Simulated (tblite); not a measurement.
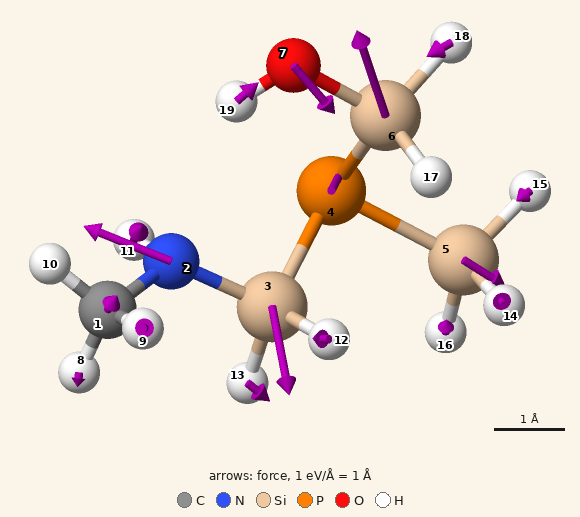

Starting geometry of CH12NOPSi3 with the computed forces as purple arrows. Style: ball-and-stick. Shown at a tilt.

Computed with GFN2-xTB geometry optimisation, gas phase (tblite 0.8.0). 

Question: What follows when this structure is relaxed?

Answer: It isn't relaxed: the largest force vector, on Si6, is 1.68 eV/Å. The final displacements have little in common with the starting forces (cosine between the two patterns 0.16). The atom that moves furthest after the best rigid fit is H18 (0.97 Å). By element the largest moves are H 0.97 Å, O 0.57 Å, Si 0.24 Å, P 0.22 Å, C 0.15 Å, N 0.13 Å. Some distances before and after: P4–Si6 2.178 → 2.249 Å, Si3–P4 2.159 → 2.218 Å, Si6–O7 1.662 → 1.615 Å, N2–Si3 1.700 → 1.733 Å. Bond angles that change, for instance: N2–Si3–H13 107.4° → 116.9°, Si5–P4–Si6 95.0° → 103.7°, Si3–N2–H11 105.9° → 114.5°. Groups turn about P4–Si6 by about 35°. After 118 geometry steps the energy has fallen by 8.81 kcal/mol. Cost: 2.3 s on 1 thread of Intel(R) Xeon(R) Platinum 8375C CPU @ 2.90GHz, with other jobs on the host.
